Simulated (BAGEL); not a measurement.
# triplet BHOF2 at 3 levels

We compute a comparison of 3 runs (ROHF/6-31G*, ROHF/def2-SVPD, UHF/def2-SVPD) of triplet BHOF2. 

The calculation is run with BAGEL 1.2.2.

2 further runs of the same task are left out: 2 set aside as unsound or not needed.

**1. The structure to begin with**

BHOF2 has 5 atoms, charge 0, and is taken as a triplet. As SMILES of the parent species, `OB(F)F`. Geometry: relaxed at PBE0-D4/def2-TZVP. That shape belongs to the parent species and isn't relaxed for this state.

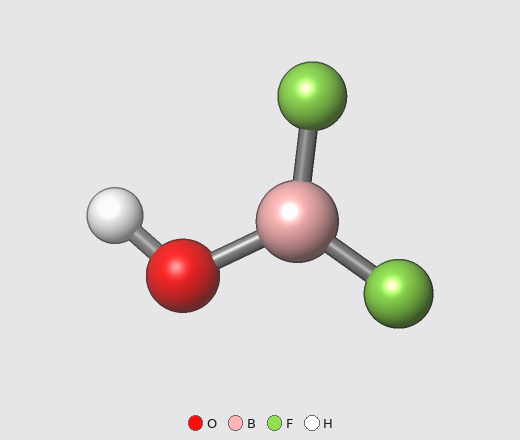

Viewed from a chosen angle; oxygen red, boron pink, fluorine green, hydrogen white.

**2. The energy at ROHF/6-31G(d) (density fitting with cc-pvqz-jkfit, spherical functions) (run 1)**

The input, hf.json:

```json
{ "bagel": [

{
  "title": "molecule",
  "basis": "6-31gs.json",
  "df_basis": "cc-pvqz-jkfit",
  "angstrom": true,
  "geometry": [
    { "atom": "O", "xyz": [       0.038630,       1.000750,       0.174310 ] },
    { "atom": "B", "xyz": [       0.105760,      -0.342460,       0.137210 ] },
    { "atom": "F", "xyz": [       0.731030,      -0.986880,       1.100700 ] },
    { "atom": "F", "xyz": [      -0.439530,      -1.051930,      -0.843330 ] },
    { "atom": "H", "xyz": [      -0.435890,       1.380520,      -0.568880 ] }
  ]
},

{ "title": "rohf", "nopen": 2 },

{ "title": "print", "file": "orbitals.molden", "orbitals": true }

]}
```

The basis set 6-31G* is read from a file made from the Basis Set Exchange's data (not shown).

Launch:

```bash
$ BAGEL_NUM_THREADS=1 BAGEL hf.json > hf.out
```

The log of the run:

```text
* using 1 threads per process

  ===============================================================
  ===============================================================

  *** Geometry ***

  { "atom" : "O", "xyz" : [      0.073000,      1.891143,      0.329398 ] },
  { "atom" : "B", "xyz" : [      0.199857,     -0.647156,      0.259289 ] },
  { "atom" : "F", "xyz" : [      1.381446,     -1.864933,      2.080022 ] },
  { "atom" : "F", "xyz" : [     -0.830591,     -1.987860,     -1.593663 ] },
  { "atom" : "H", "xyz" : [     -0.823713,      2.608805,     -1.075027 ] },

  Number of auxiliary basis functions:      475

  Since a DF basis is specified, we compute 2- and 3-index integrals:
    o Being stored without compression. Storage requirement is 0.013 GB

  Number of basis functions:       58
  Number of electrons      :       32

    * METHOD: MOLECULE                             0.16

  *** Open-shell HF ***

  === Nuclear Repulsion ===
   112.7255987173

      * DIIS with orbital gradients will be used.

  === ROHF iteration (6-31gs.json) ===
      0       -298.62121378          0.05309843           0.06
      1       -298.76597566          0.03482732           0.05
      2       -298.81616572          0.02116397           0.06
      3       -298.84281948          0.00242867           0.05
      4       -298.84738209          0.00117286           0.06
      5       -298.84878440          0.00054218           0.05
      6       -298.84913755          0.00014097           0.06
      7       -298.84915225          0.00005712           0.05
      8       -298.84915361          0.00002598           0.06
      9       -298.84915409          0.00000650           0.05
     10       -298.84915391          0.00000183           0.06
     11       -298.84915395          0.00000073           0.05
     12       -298.84915396          0.00000024           0.06
     13       -298.84915396          0.00000010           0.05
     14       -298.84915396          0.00000004           0.06
     15       -298.84915396          0.00000002           0.05
     16       -298.84915396          0.00000001           0.06
    * SCF iteration converged.

    * S^2 (ROHF) is 2.0000

    * Permanent dipole moment:
           (   -0.433118,     0.450172,    -0.666946) a.u.

    * METHOD: ROHF                                 1.02

    * METHOD: PRINT                                0.01

  ===============================================================
```

Run time: 1.4 s. Hardware: 1 thread of Arm Neoverse V2, shared host.

**3. A single-point energy at ROHF/def2-SVPD (density fitting with cc-pvqz-jkfit) (run 2)**

The input, input.json:

```json
{ "bagel": [

{
  "title": "molecule",
  "basis": "def2-svpd.json",
  "df_basis": "cc-pvqz-jkfit",
  "angstrom": "true",
  "geometry": [
    { "atom": "O", "xyz": [       0.038630,       1.000750,       0.174310 ] },
    { "atom": "B", "xyz": [       0.105760,      -0.342460,       0.137210 ] },
    { "atom": "F", "xyz": [       0.731030,      -0.986880,       1.100700 ] },
    { "atom": "F", "xyz": [      -0.439530,      -1.051930,      -0.843330 ] },
    { "atom": "H", "xyz": [      -0.435890,       1.380520,      -0.568880 ] }
  ]
},

{ "title": "rohf", "nopen": 2 },

{ "title": "print", "file": "orbitals.molden", "orbitals": "true" }

]}
```

The basis set def2-SVPD is read from a file made from the Basis Set Exchange's data (not shown).

Launch:

```bash
$ BAGEL_NUM_THREADS=1 BAGEL input.json > input.out
```

The log of the run:

```text
* using 1 threads per process

  ===============================================================
  ===============================================================

  *** Geometry ***

  { "atom" : "O", "xyz" : [      0.073000,      1.891143,      0.329398 ] },
  { "atom" : "B", "xyz" : [      0.199857,     -0.647156,      0.259289 ] },
  { "atom" : "F", "xyz" : [      1.381446,     -1.864933,      2.080022 ] },
  { "atom" : "F", "xyz" : [     -0.830591,     -1.987860,     -1.593663 ] },
  { "atom" : "H", "xyz" : [     -0.823713,      2.608805,     -1.075027 ] },

  Number of auxiliary basis functions:      475

  Since a DF basis is specified, we compute 2- and 3-index integrals:
    o Being stored without compression. Storage requirement is 0.036 GB

  Number of basis functions:       97
  Number of electrons      :       32

    * METHOD: MOLECULE                             0.19

  *** Open-shell HF ***

  === Nuclear Repulsion ===
   112.7255987173

      * DIIS with orbital gradients will be used.

  === ROHF iteration (def2-svpd.json) ===
      0       -298.32652624          0.04475599           0.11
      1       -298.53389810          0.03523451           0.11
      2       -298.61429647          0.02063418           0.11
      3       -298.66314949          0.00204748           0.11
      4       -298.66592778          0.00099020           0.11
      5       -298.66682907          0.00052974           0.11
      6       -298.66722481          0.00020782           0.11
      7       -298.66729302          0.00010942           0.11
      8       -298.66730810          0.00004810           0.11
      9       -298.66731243          0.00001666           0.11
     10       -298.66731350          0.00000546           0.11
     11       -298.66731399          0.00000246           0.10
     12       -298.66731405          0.00000100           0.11
     13       -298.66731410          0.00000053           0.11
     14       -298.66731409          0.00000031           0.11
     15       -298.66731409          0.00000018           0.11
     16       -298.66731409          0.00000009           0.11
     17       -298.66731409          0.00000005           0.11
     18       -298.66731409          0.00000002           0.11
     19       -298.66731409          0.00000001           0.11
    * SCF iteration converged.

    * S^2 (ROHF) is 2.0000

    * Permanent dipole moment:
           (   -0.545271,     0.462458,    -0.851085) a.u.

    * METHOD: ROHF                                 2.31

    * METHOD: PRINT                                0.01

  ===============================================================
```

It took 2.7 s on 1 thread of Arm Neoverse V2, shared host.

**4. A single-point energy at UHF/def2-SVPD (density fitting with cc-pvqz-jkfit) (run 3)**

The input, calc.json:

```json
{ "bagel" : [

{
  "title" : "molecule",
  "basis" : "def2-svpd.json",
  "df_basis" : "cc-pvqz-jkfit",
  "angstrom" : true,
  "geometry" : [
    { "atom" : "O", "xyz" : [       0.038630,       1.000750,       0.174310 ] },
    { "atom" : "B", "xyz" : [       0.105760,      -0.342460,       0.137210 ] },
    { "atom" : "F", "xyz" : [       0.731030,      -0.986880,       1.100700 ] },
    { "atom" : "F", "xyz" : [      -0.439530,      -1.051930,      -0.843330 ] },
    { "atom" : "H", "xyz" : [      -0.435890,       1.380520,      -0.568880 ] }
  ]
},

{
  "title" : "uhf",
  "nopen" : 2
},

{
  "title" : "print",
  "file" : "orbitals.molden",
  "orbitals" : true
}

]}
```

The basis set def2-SVPD is read from a file made from the Basis Set Exchange's data (not shown).

Launch:

```bash
$ BAGEL_NUM_THREADS=1 BAGEL calc.json > calc.out
```

The log of the run:

```text
* using 1 threads per process

  ===============================================================
  ===============================================================

  *** Geometry ***

  { "atom" : "O", "xyz" : [      0.073000,      1.891143,      0.329398 ] },
  { "atom" : "B", "xyz" : [      0.199857,     -0.647156,      0.259289 ] },
  { "atom" : "F", "xyz" : [      1.381446,     -1.864933,      2.080022 ] },
  { "atom" : "F", "xyz" : [     -0.830591,     -1.987860,     -1.593663 ] },
  { "atom" : "H", "xyz" : [     -0.823713,      2.608805,     -1.075027 ] },

  Number of auxiliary basis functions:      475

  Since a DF basis is specified, we compute 2- and 3-index integrals:
    o Being stored without compression. Storage requirement is 0.036 GB

  Number of basis functions:       97
  Number of electrons      :       32

    * METHOD: MOLECULE                             0.19

  *** Open-shell HF ***

  === Nuclear Repulsion ===
   112.7255987173

      * DIIS with orbital gradients will be used.

  === UHF iteration (def2-svpd.json) ===
      0       -298.32652624          0.04475599           0.11
      1       -298.53810989          0.03518751           0.11
      2       -298.61903107          0.02061195           0.11
      3       -298.66771988          0.00203539           0.10
      4       -298.67065302          0.00097092           0.11
      5       -298.67158976          0.00051755           0.10
      6       -298.67200166          0.00020315           0.11
      7       -298.67206300          0.00010683           0.11
      8       -298.67207761          0.00004651           0.11
      9       -298.67208033          0.00001567           0.11
     10       -298.67208064          0.00000520           0.11
     11       -298.67208068          0.00000254           0.11
     12       -298.67208069          0.00000107           0.11
     13       -298.67208070          0.00000047           0.11
     14       -298.67208070          0.00000024           0.11
     15       -298.67208070          0.00000015           0.11
     16       -298.67208070          0.00000009           0.11
     17       -298.67208070          0.00000005           0.11
     18       -298.67208070          0.00000003           0.11
     19       -298.67208070          0.00000001           0.11
     20       -298.67208070          0.00000000           0.11
    * SCF iteration converged.

    * S^2 (UHF) is 2.0057

    * Permanent dipole moment:
           (   -0.549304,     0.467036,    -0.857252) a.u.

    * METHOD: UHF                                  2.38

    * METHOD: PRINT                                0.01

  ===============================================================
```

Run time: 2.8 s. Hardware: 1 thread of Arm Neoverse V2, shared host.

**5. Overview of the runs**

```csv
run,level,energy (Eh),dipole moment (D),⟨S²⟩,wall time
1,"ROHF/6-31G* (density fitting with cc-pvqz-jkfit, spherical functions)",-298.849154,2.32,2.000,1.4 s
2,ROHF/def2-SVPD (density fitting with cc-pvqz-jkfit),-298.667314,2.83,2.000,2.7 s
3,UHF/def2-SVPD (density fitting with cc-pvqz-jkfit),-298.672081,2.85,2.006,2.8 s
```

**6. Results**

```
            quantity          value
 run 3: total energy  -298.67208 Eh
run 3: dipole moment         2.85 D
         run 3: ⟨S²⟩          2.006
```

**Reading.** The dipole moment (its size) runs from 2.32 D (ROHF/6-31G*) to 2.85 D (UHF/def2-SVPD). The two ends differ in method and basis. All runs together took 6.8 s, the longest 2.8 s.
